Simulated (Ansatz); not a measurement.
## AsH2: relaxing a made-up structure

This structure for AsH2 is made up. Its elements were placed in a known structure type with a cell scaled to their sizes. What cell does the guess relax to, and how far off was it?

Program: Ansatz 0.2.0. Level of theory: DFT, PBE, plane-wave PAW, files of the set soft_1, scalar-relativistic, no spin, cell and ions relaxed at zero pressure; PAW set soft_1. Results are calculated unless marked as measured.

## 1. Starting point

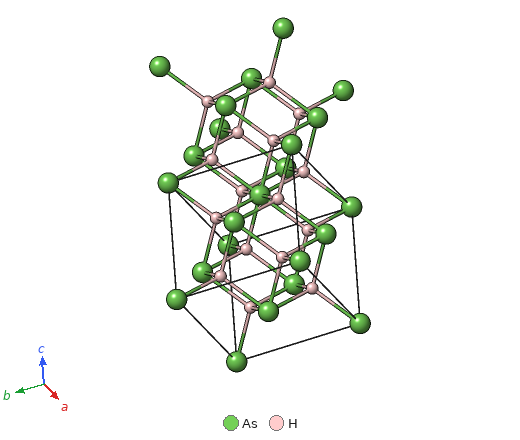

Start, viewed from a free direction; arsenic green, hydrogen pink. 1×1×2 cells are drawn. This picture shows the conventional cell, with its axes. Some periodic images of atoms are drawn too.

## 2. Relaxation of the guess

The guessed cell has no reason to be at equilibrium. It is relaxed with the atoms, within the space group of the guess.

input.yaml

```yaml
crystal:
  lattice:
    - [0.0, 2.259, 2.259]
    - [2.259, 0.0, 2.259]
    - [2.259, 2.259, 0.0]
  atoms:
    - { symbol: As, position: [0.0, 0.0, 0.0] }
    - { symbol: H, position: [0.75, 0.75, 0.75] }
    - { symbol: H, position: [0.25, 0.25, 0.25] }
kpoints:
  mp_grid: { grid: [10, 10, 10] }
scf:
  occupations: { method: fermi_dirac, width: 0.05 }
hamiltonian:
  xc: pbe
  pseudopotentials: { kind: paw, azcp: { folder: soft_1 } }
relax:
  f_tol: 0.015
  max_steps: 70
  cell: {}
output:
  forces: true
  stress: true
```

Run with:

```sh
$ ansatz run input.yaml --threads 4 --pin off --max-ram 8192MiB --backend cpu --events-out ev --progress --plain --runs-dir out
```

Numbers of over 12 decimals in the logs are rounded to 6 here.

Log:

```text
Engine: ansatz 0.2.0, aarch64-unknown-linux-gnu
Pseudopotentials: kind: paw
Pseudopotential: As, paw, valence charge 15, recommended cutoff 420 eV (normal), soft_1/As.paw.azcp
Pseudopotential: H, paw, valence charge 1, recommended cutoff 420 eV (normal), soft_1/H.paw.azcp
Functional definition: PBE
  parameter kappa = 0.804
  parameter beta = 0.066725
  exchange = pbe_x(kappa = kappa, mu = beta*pi^2/3)
  correlation = pbe_c(beta = beta)
Crystal: 3 atoms, lattice volume = 23.056 Å³
Basis set: ecut = 420 eV, 459 PW (Γ), exchange–correlation on 48×48×48 points (8 copies of the dense FFT grid, shifted against one another)
Bands: 13, of which v1, the nominal top of the filled ones, is band 9 counted from 1 (8 counted from 0)
Symmetry: 48 space group operations
Space group: Fm-3m (ITA 225), of the structure as read, at distance tolerance 2.8e-5 Å
k-points: 47 of 1000
Non-local potential: As, projectors of the file, l = 0: 2, l = 1: 2, l = 2: 3, l = 3: 1
Non-local potential: H, projectors of the file, l = 0: 2, l = 1: 1
PAW form: soft (Blöchl's): semilocal exchange-correlation on the pseudo side does not see the compensation charge
PAW one-centre angular grid: As, 590 points (default); XC on 64 Gauss nodes
PAW one-centre angular grid: H, 110 points (default); XC on 64 Gauss nodes
Initial density: superposition of atomic densities (chi_scale 0.1, normalization cell, long waves kept (reshape's long-wave potential 0.00 eV rms))
Initial wavefunctions: pseudopotential atomic-orbital guess
Functional: x = pbe(κ = 0.804, μ = 0.219515), c = pbe(β = 0.066725)
SCF iter   1: F=—  HF=-4885.423148 eV  |F-HF|=—  |Δ(HF+E_count)|=         —  Δρ=5.10e-2  dr2=5.35e-1  ethr=3.10e-3  ⟨swp⟩=5.1  Hψ=3211  notcnv=0
preconditioner: auto → none  [metal: Δε(μ)=0.046 eV  Ē_g=14.027 eV  σ=0.050 eV  W_gap=0.22  n_scr=8 (ndim 8)  ℏωp=20.5 eV  f_vac=0.000  D(μ)=0.76/eV (n_scr^D=8)  sad-step TF]
SCF iter   2: F=—  HF=-4885.301124 eV  |F-HF|=—  |Δ(HF+E_count)|=   1.22e-1  Δρ=2.77e-2  dr2=1.72e-1  ethr=3.10e-3  ⟨swp⟩=2.0  Hψ=1142  notcnv=0  defer=17
SCF iter   3: F=—  HF=-4885.249857 eV  |F-HF|=—  |Δ(HF+E_count)|=   5.13e-2  Δρ=2.88e-3  dr2=9.53e-4  ethr=1.01e-3  ⟨swp⟩=2.6  Hψ=913  notcnv=0  defer=17
SCF iter   4: F=—  HF=-4885.250497 eV  |F-HF|=—  |Δ(HF+E_count)|=   6.39e-4  Δρ=7.29e-4  dr2=9.12e-5  ethr=5.61e-6  ⟨swp⟩=2.0  Hψ=1275  notcnv=0  defer=17
SCF iter   5: F=—  HF=-4885.250371 eV  |F-HF|=—  |Δ(HF+E_count)|=   1.25e-4  Δρ=1.51e-4  dr2=4.59e-6  ethr=5.37e-7  ⟨swp⟩=2.0  Hψ=991  notcnv=0  defer=17
SCF iter   6: F=-4885.250370 eV  HF=-4885.250370 eV  |F-HF|=4.02e-8  |Δ(HF+E_count)|=   1.13e-6  Δρ=2.11e-5  dr2=4.70e-8  ethr=5.88e-10  ⟨swp⟩=3.0  Hψ=2407  notcnv=0
SCF 1 converged in 6 iterations: F = -4885.250370 eV  dr2 = 4.70e-8
  greatest PAW one-centre occupation: 0.999 electrons in one spin orbital (limit 2), on the As atom at site 0 (counted from 0), in its partial waves of l = 2
relax step   1: F+E_penalty+E_count = -4885.25037018 eV  Δ(F+E_penalty+E_count) = +0.000e0 eV  max|allowed force component| = 5.011e-18 eV/Å  Δτ_max = 0.0000 Å  P = +21.782 GPa  Ω = 23.056 Å³  (6 SCF iters, dr2 threshold 1.00e-7 eV, accepted)
Crystal: 3 atoms, lattice volume = 26.595 Å³
Basis set: ecut = 420 eV, 531 PW (Γ), exchange–correlation on 48×48×48 points (8 copies of the dense FFT grid, shifted against one another)
Initial density: handed on by an earlier stage of this run
Initial wavefunctions: those handed on with the density
iter 1 solved again at ethr=8.89e-5 eV; its pass at ethr=3.10e-3 eV (dr2=1.51e-2 eV) is discarded
SCF iter   1: F=—  HF=-4885.518417 eV  |F-HF|=—  |Δ(HF+E_count)|=         —  Δρ=8.10e-3  dr2=1.51e-2  ethr=8.89e-5  ⟨swp⟩=1.8  Hψ=5514  notcnv=0
preconditioner: auto → none  [metal: Δε(μ)=0.163 eV  Ē_g=12.888 eV  σ=0.050 eV  W_gap=0.48  n_scr=8 (ndim 8)  ℏωp=19.1 eV  f_vac=0.006  D(μ)=0.88/eV (n_scr^D=8)]
SCF iter   2: F=—  HF=-4885.515891 eV  |F-HF|=—  |Δ(HF+E_count)|=   2.53e-3  Δρ=2.51e-3  dr2=1.71e-3  ethr=8.89e-5  ⟨swp⟩=2.0  Hψ=802  notcnv=0
SCF iter   3: F=—  HF=-4885.516131 eV  |F-HF|=—  |Δ(HF+E_count)|=   2.40e-4  Δρ=4.65e-4  dr2=7.28e-5  ethr=1.01e-5  ⟨swp⟩=2.0  Hψ=752  notcnv=0
SCF iter   4: F=—  HF=-4885.516172 eV  |F-HF|=—  |Δ(HF+E_count)|=   4.14e-5  Δρ=6.75e-5  dr2=8.82e-7  ethr=4.28e-7  ⟨swp⟩=2.1  Hψ=782  notcnv=0
SCF iter   5: F=—  HF=-4885.516173 eV  |F-HF|=—  |Δ(HF+E_count)|=   9.66e-7  Δρ=3.20e-5  dr2=3.07e-7  ethr=1.76e-9  ⟨swp⟩=5.4  Hψ=2433  notcnv=0
SCF iter   6: F=-4885.516173 eV  HF=-4885.516173 eV  |F-HF|=2.84e-8  |Δ(HF+E_count)|=   4.19e-7  Δρ=7.10e-6  dr2=1.38e-8  ethr=1.76e-9  ⟨swp⟩=4.8  Hψ=2131  notcnv=0
SCF 2 converged in 6 iterations: F = -4885.516173 eV  dr2 = 1.38e-8
relax step   2: F+E_penalty+E_count = -4885.51617300 eV  Δ(F+E_penalty+E_count) = -2.658e-1 eV  max|allowed force component| = 8.095e-18 eV/Å  Δτ_max = 0.0000 Å  P = +4.382 GPa  Ω = 26.595 Å³  energy of the carried Pulay correction = -3.593e-3 eV  (6 SCF iters, dr2 threshold 3.00e-7 eV, accepted)
Crystal: 3 atoms, lattice volume = 27.663 Å³
Basis set: ecut = 420 eV, 537 PW (Γ), exchange–correlation on 48×48×48 points (8 copies of the dense FFT grid, shifted against one another)
iter 1 solved again at ethr=6.49e-6 eV; its pass at ethr=3.10e-3 eV (dr2=1.10e-3 eV) is discarded
SCF iter   1: F=—  HF=-4885.532402 eV  |F-HF|=—  |Δ(HF+E_count)|=         —  Δρ=2.16e-3  dr2=1.12e-3  ethr=6.49e-6  ⟨swp⟩=2.0  Hψ=4995  notcnv=0
preconditioner: auto → none  [metal: Δε(μ)=0.112 eV  Ē_g=12.603 eV  σ=0.050 eV  W_gap=0.44  n_scr=8 (ndim 8)  ℏωp=18.7 eV  f_vac=0.006  D(μ)=0.78/eV (n_scr^D=0)]
SCF iter   2: F=—  HF=-4885.532189 eV  |F-HF|=—  |Δ(HF+E_count)|=   2.13e-4  Δρ=7.01e-4  dr2=1.35e-4  ethr=6.49e-6  ⟨swp⟩=1.1  Hψ=618  notcnv=0
SCF iter   3: F=—  HF=-4885.532197 eV  |F-HF|=—  |Δ(HF+E_count)|=   7.73e-6  Δρ=1.06e-4  dr2=3.97e-6  ethr=7.95e-7  ⟨swp⟩=2.3  Hψ=775  notcnv=0
SCF iter   4: F=-4885.532199 eV  HF=-4885.532199 eV  |F-HF|=1.67e-8  |Δ(HF+E_count)|=   2.42e-6  Δρ=1.57e-5  dr2=5.12e-8  ethr=1.76e-9  ⟨swp⟩=5.2  Hψ=2369  notcnv=0
SCF 3 converged in 4 iterations: F = -4885.532199 eV  dr2 = 5.12e-8
relax step   3: F+E_penalty+E_count = -4885.53219914 eV  Δ(F+E_penalty+E_count) = -1.603e-2 eV  max|allowed force component| = 8.095e-18 eV/Å  Δτ_max = 0.0000 Å  P = +0.820 GPa  Ω = 27.663 Å³  energy of the carried Pulay correction = -4.579e-3 eV  (4 SCF iters, dr2 threshold 3.00e-7 eV, accepted)
Crystal: 3 atoms, lattice volume = 27.921 Å³
iter 1 solved again at ethr=4.12e-7 eV; its pass at ethr=3.10e-3 eV (dr2=7.01e-5 eV) is discarded
SCF iter   1: F=—  HF=-4885.532674 eV  |F-HF|=—  |Δ(HF+E_count)|=         —  Δρ=5.26e-4  dr2=6.79e-5  ethr=4.12e-7  ⟨swp⟩=3.1  Hψ=4661  notcnv=0
preconditioner: auto → none  [metal: Δε(μ)=0.145 eV  Ē_g=12.538 eV  σ=0.050 eV  W_gap=0.50  n_scr=8 (ndim 8)  ℏωp=18.6 eV  f_vac=0.003  D(μ)=0.77/eV (n_scr^D=0)]
SCF iter   2: F=—  HF=-4885.532659 eV  |F-HF|=—  |Δ(HF+E_count)|=   1.50e-5  Δρ=1.65e-4  dr2=7.78e-6  ethr=4.00e-7  ⟨swp⟩=1.1  Hψ=618  notcnv=0
SCF iter   3: F=-4885.532660 eV  HF=-4885.532660 eV  |F-HF|=8.73e-8  |Δ(HF+E_count)|=   3.06e-7  Δρ=2.73e-5  dr2=2.70e-7  ethr=1.76e-9  ⟨swp⟩=4.1  Hψ=2647  notcnv=0
SCF 4 converged in 3 iterations: F = -4885.532660 eV  dr2 = 2.70e-7
relax step   4: F+E_penalty+E_count = -4885.53265987 eV  Δ(F+E_penalty+E_count) = -4.607e-4 eV  max|allowed force component| = 6.168e-18 eV/Å  Δτ_max = 0.0000 Å  P = +0.045 GPa  Ω = 27.921 Å³  energy of the carried Pulay correction = -4.811e-3 eV  (3 SCF iters, dr2 threshold 3.00e-7 eV, accepted)
Initial wavefunctions: pseudopotential atomic-orbital guess (no wavefunctions were taken with the density)
iter 1 solved again at ethr=9.41e-8 eV; its pass at ethr=3.10e-3 eV (dr2=1.60e-5 eV) is discarded
SCF iter   1: F=—  HF=-4885.539079 eV  |F-HF|=—  |Δ(HF+E_count)|=         —  Δρ=9.01e-4  dr2=1.63e-5  ethr=9.41e-8  ⟨swp⟩=3.2  Hψ=4783  notcnv=0
preconditioner: auto → none  [insulator: Δε(μ)=0.153 eV  Ē_g=12.537 eV  σ=0.050 eV  W_gap=0.51  n_scr=8 (ndim 8)  ℏωp=18.6 eV  f_vac=0.003  D(μ)=0.76/eV (n_scr^D=0)  ε∞_Penn≈3.2]
SCF iter   2: F=—  HF=-4885.539952 eV  |F-HF|=—  |Δ(HF+E_count)|=   8.72e-4  Δρ=4.47e-4  dr2=3.41e-6  ethr=9.41e-8  ⟨swp⟩=2.0  Hψ=745  notcnv=0
SCF iter   3: F=—  HF=-4885.540232 eV  |F-HF|=—  |Δ(HF+E_count)|=   2.80e-4  Δρ=6.10e-5  dr2=1.21e-7  ethr=2.01e-8  ⟨swp⟩=2.0  Hψ=774  notcnv=0
SCF iter   4: F=—  HF=-4885.540236 eV  |F-HF|=—  |Δ(HF+E_count)|=   4.52e-6  Δρ=4.19e-6  dr2=2.43e-9  ethr=7.15e-10  ⟨swp⟩=2.0  Hψ=1008  notcnv=0
SCF iter   5: F=—  HF=-4885.540236 eV  |F-HF|=—  |Δ(HF+E_count)|=  5.87e-10  Δρ=1.64e-6  dr2=1.29e-10  ethr=1.43e-11  ⟨swp⟩=2.0  Hψ=1008  notcnv=0
SCF iter   6: F=-4885.540236 eV  HF=-4885.540236 eV  |F-HF|=1.21e-10  |Δ(HF+E_count)|=   3.94e-9  Δρ=2.68e-7  dr2=2.69e-12  ethr=1.00e-12  ⟨swp⟩=5.1  Hψ=2263  notcnv=0
SCF 5 converged in 6 iterations: F = -4885.540236 eV  dr2 = 2.69e-12
relax step   5: F+E_penalty+E_count = -4885.54023623 eV  Δ(F+E_penalty+E_count) = -7.576e-3 eV  max|allowed force component| = 8.818e-18 eV/Å  Δτ_max = 0.0000 Å  P = +0.246 GPa  Ω = 27.921 Å³  stress off target by 2.46e-1 GPa  SCF on the basis re-selected at this cell (its energy is not comparable with the rows above)  (6 SCF iters)
basis re-selected at this cell: Δ(F+E_penalty+E_count) = -7.576e-3 eV, ΔP = +0.201 GPa vs the last step (what re-selecting the basis moved, of the pressure what is left beyond the Pulay correction that the steps carried, after the strain that the cell walked since its last selection, with what the two solves' SCF thresholds leave and, on support functions, any second-order correction that the steps lacked; it is no m [...]
Crystal: 3 atoms, lattice volume = 28.003 Å³
iter 1 solved again at ethr=3.88e-8 eV; its pass at ethr=3.10e-3 eV (dr2=6.60e-6 eV) is discarded
SCF iter   1: F=—  HF=-4885.540244 eV  |F-HF|=—  |Δ(HF+E_count)|=         —  Δρ=1.65e-4  dr2=6.63e-6  ethr=3.88e-8  ⟨swp⟩=2.1  Hψ=4026  notcnv=0
preconditioner: auto → none  [insulator: Δε(μ)=0.156 eV  Ē_g=12.515 eV  σ=0.050 eV  W_gap=0.51  n_scr=8 (ndim 8)  ℏωp=18.6 eV  f_vac=0.004  D(μ)=0.76/eV (n_scr^D=0)  ε∞_Penn≈3.2]
SCF iter   2: F=—  HF=-4885.540242 eV  |F-HF|=—  |Δ(HF+E_count)|=   2.57e-6  Δρ=4.96e-5  dr2=7.20e-7  ethr=3.88e-8  ⟨swp⟩=1.1  Hψ=618  notcnv=0
SCF iter   3: F=-4885.540242 eV  HF=-4885.540242 eV  |F-HF|=3.66e-9  |Δ(HF+E_count)|=   6.29e-9  Δρ=9.28e-6  dr2=2.79e-8  ethr=8.90e-10  ⟨swp⟩=4.0  Hψ=1855  notcnv=0
SCF 6 converged in 3 iterations: F = -4885.540242 eV  dr2 = 2.79e-8
relax step   6: F+E_penalty+E_count = -4885.54024186 eV  Δ(F+E_penalty+E_count) = -5.630e-6 eV  max|allowed force component| = 5.782e-18 eV/Å  Δτ_max = 0.0000 Å  P = +0.009 GPa  Ω = 28.003 Å³  energy of the carried Pulay correction = -6.012e-5 eV  (3 SCF iters, dr2 threshold 1.51e-7 eV, accepted)
iter 1 solved again at ethr=1.22e-8 eV; its pass at ethr=3.10e-3 eV (dr2=2.07e-6 eV) is discarded
SCF iter   1: F=—  HF=-4885.540304 eV  |F-HF|=—  |Δ(HF+E_count)|=         —  Δρ=1.07e-5  dr2=2.78e-8  ethr=1.22e-8  ⟨swp⟩=3.0  Hψ=4955  notcnv=0
preconditioner: auto → none  [insulator: Δε(μ)=0.158 eV  Ē_g=12.515 eV  σ=0.050 eV  W_gap=0.51  n_scr=8 (ndim 8)  ℏωp=18.6 eV  f_vac=0.004  D(μ)=0.76/eV (n_scr^D=0)  ε∞_Penn≈3.2]
SCF iter   2: F=—  HF=-4885.540302 eV  |F-HF|=—  |Δ(HF+E_count)|=   1.23e-6  Δρ=5.31e-6  dr2=6.99e-9  ethr=1.64e-10  ⟨swp⟩=1.5  Hψ=715  notcnv=0
SCF iter   3: F=—  HF=-4885.540302 eV  |F-HF|=—  |Δ(HF+E_count)|=   4.88e-9  Δρ=8.64e-7  dr2=2.26e-10  ethr=4.11e-11  ⟨swp⟩=2.1  Hψ=760  notcnv=0
SCF iter   4: F=-4885.540302 eV  HF=-4885.540302 eV  |F-HF|=5.46e-12  |Δ(HF+E_count)|=  1.54e-10  Δρ=1.98e-7  dr2=4.55e-12  ethr=1.00e-12  ⟨swp⟩=5.6  Hψ=2410  notcnv=0
SCF 7 converged in 4 iterations: F = -4885.540302 eV  dr2 = 4.55e-12
relax step   7: F+E_penalty+E_count = -4885.54030247 eV  Δ(F+E_penalty+E_count) = -6.061e-5 eV  max|allowed force component| = 3.469e-18 eV/Å  Δτ_max = 0.0000 Å  P = +0.009 GPa  Ω = 28.003 Å³  stress off target by 9.22e-3 GPa  SCF on the basis re-selected at this cell (its energy is not comparable with the rows above)  (4 SCF iters)
basis re-selected at this cell: Δ(F+E_penalty+E_count) = -6.061e-5 eV, ΔP = +0.000 GPa vs the last step (what re-selecting the basis moved, of the pressure what is left beyond the Pulay correction that the steps carried, after the strain that the cell walked since its last selection, with what the two solves' SCF thresholds leave and, on support functions, any second-order correction that the steps lacked; it is no m [...]
SCF converged after 4 iterations
Free energy (F): -4885.540302 eV
Harris-Foulkes:  -4885.540302 eV  (|F-HF|=5.46e-12)
Internal energy: -4885.534094 eV  (E = F + TS)
E sigma→0 (E₀):  -4885.537198 eV
Entropy (-TS):   -0.006208 eV (-2.069 meV/atom)
Fermi energy:    8.420175 eV
--- Per-component energies (eV) ---
  E_band       = -264.389876
  E_kinetic    = 120.880841
  E_local      = -1982.758821  (includes V_loc(G=0)·N_el)
  E_nonlocal   = -391.671611
  E_hartree    = 1099.177713
  E_xc         = -87.148562
  E_vxc        = -95.471318  (∫ρ·V_xc dr)
  E_paw        = -2014.416571  (= ΣΔE_a)
  E_vpaw       = -113.722476  (= ΣTr[D̂ρ^β])
  E_aug_tail   = -0.001911  (compensation charges beyond the density's cutoff)
  E_ewald      = -1629.595172
  E_smearing   = -0.006208  (= −TS)
  E_closure    = 0.000000  (closes the sum)
  Σ components = -4885.540302   (vs F -4885.540302, Δ=0.00e0)
--- Forces (eV/Å), atoms counted from 1 ---
  atom   1  As    -0.00000000     0.00000000    -0.00000000
  atom   2  H      0.00000000     0.00000000    -0.00000000
  atom   3  H     -0.00000000     0.00000000    -0.00000000
  max |Σ_I F_I| component: 5.20e-18 eV/Å
--- Stress (GPa, compression-positive) ---
        0.009215       0.000000       0.000000
        0.000000       0.009215       0.000000
        0.000000       0.000000       0.009215
  P = ⅓ Tr σ = 0.0092 GPa (0.092 kbar)
--- Relaxed structure (5 steps of the walk, 5 accepted, 2 SCFs on fresh bases) ---
  F+E_penalty+E_count = -4885.54030247 eV   max|allowed force component| = 3.469e-18 eV/Å   (the final SCF, on the basis selected at the relaxed cell)
  cell:  # Å, volume = 28.0034 Å³
    - [0, 2.410241, 2.410241]
    - [2.410241, 0, 2.410241]
    - [2.410241, 2.410241, 0]
  atoms:
    - { symbol: As, position: [0, 0, 0] }
    - { symbol: H, position: [0.750000, 0.750000, 0.750000] }
    - { symbol: H, position: [0.250000, 0.25, 0.25] }
```

Run time: 2.3 s. Hardware: 4 threads of Arm Neoverse V1, shared host; peak memory 0.3 GiB.

Relaxation path:

```
step  energy less that of the first step (eV)  largest force component (eV/Å)  pressure (GPa)  volume (Å³)
   1                                   0.0000                          0.0000           21.78        23.06
   2                                  -0.2658                          0.0000            4.38        26.59
   3                                  -0.2818                          0.0000            0.82        27.66
   4                                  -0.2823                          0.0000            0.05        27.92
  5*                                  -0.2899                          0.0000            0.25        27.92
   6                                  -0.2899                          0.0000            0.01        28.00
  7*                                  -0.2899                          0.0000            0.01        28.00
```

Relaxation steps marked * repeat the geometry before them on a plane-wave basis chosen anew for their cell, so energy and pressure can jump there.

Forces are held to the 48 operations that the run works with; a distortion that breaks them can't arise in this run.

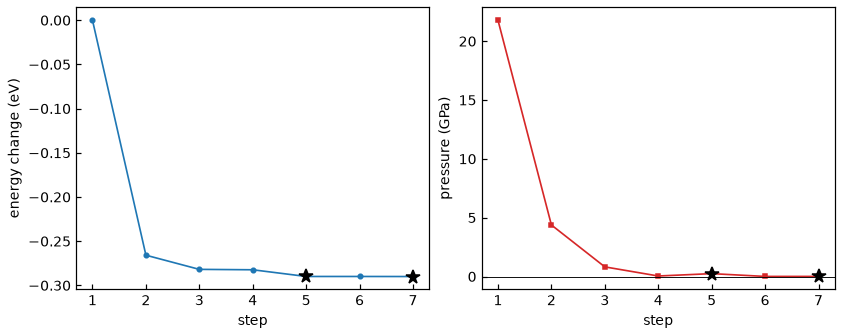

Energy and pressure along the relaxation. Stars mark steps on a basis chosen anew.

```
conventional cell, symmetrised  before  after   change
                         a (Å)   4.518  4.820   +6.7 %
                         b (Å)   4.518  4.820   +6.7 %
                         c (Å)   4.518  4.820   +6.7 %
              volume (Å³/atom)    7.69   9.33  +21.5 %
```

The relaxed structure:

```xyz
3
Lattice="0.0000 2.4102 2.4102 2.4102 0.0000 2.4102 2.4102 2.4102 0.0000" Properties=species:S:1:pos:R:3 pbc="T T T"
As    0.0000    0.0000    0.0000
H     3.6154    3.6154    3.6154
H     1.2051    1.2051    1.2051
```

This step gave:

| Property | Result |
| --- | --- |
| free energy | -4885.5403 eV |
| energy at zero smearing | -4885.5372 eV |
| smearing term TS | 0.006208 eV |
| Fermi energy | 8.420 eV |
| electrons | 17 |
| symmetry operations | 48 |
| pressure | 0.009215 GPa |

Shortest distances by pair of elements, guess and relaxed (not always the same contact):

```
 pair  guess (Å)  relaxed (Å)
 As–H      1.956        2.087
  H–H      2.259        2.410
As–As      3.195        3.409
```

The relaxation ends with a pressure of 0.01 GPa.

## 3. Results

| Property | Result |
| --- | --- |
| space group, relaxed | Fm-3m |
| conventional cell | a = 4.820, b = 4.820, c = 4.820 Å; α = 90.0°, β = 90.0°, γ = 90.0° |
| volume per atom | 9.33 Å³ (guess 7.69) |

**Reading.** AsH2 relaxes to Fm-3m with a = 4.820, b = 4.820 and c = 4.820 Å. The guessed volume was 18 % too small. The space group Fm-3m was held in the relaxation, so the end point is a stationary structure within it and may be a saddle against distortions or other arrangements. Mesh and cutoff weren't tested. No dispersion term is used, so weakly bound directions may come out too long. Nothing here tests whether the compound is stable against decomposition.

[Logs are printed without paths, hosts, clocks, repeated set-up lines and the standing remarks that a program may print on its own settings, such as how far it seeks lower states.]

[Hosts, paths, dates, database ids (printed as entryN), source tags and the programs' standing remarks are cut or masked in the printed files.]
